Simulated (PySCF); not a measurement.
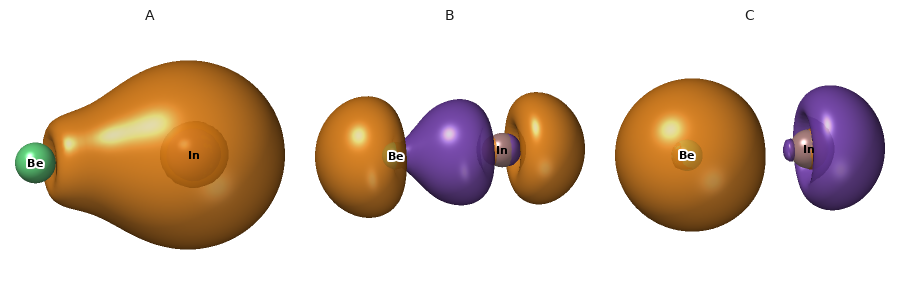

BeIn (charge +1). Three frontier orbitals, each drawn at the value that holds 80 % of its norm (orange and purple are the two phases), in no order; of a degenerate pair one member is drawn.

Core potentials replace the inner electrons of In.

The calculation used PBE0/cc-pVDZ(-PP), non-relativistic Hamiltonian with scalar-relativistic core potentials where named, at a bond length of 3.014 Å (PySCF).

Name the orbitals and rank them from lowest to highest energy.

Orbital A: σ, occupied, −15.14 eV; mainly on In (85 %).
Orbital C: σ, occupied, −11.51 eV; mainly on Be (70 %).
Orbital B: σ, empty, −7.33 eV; shared between the atoms (Be 55 %, In 45 %).
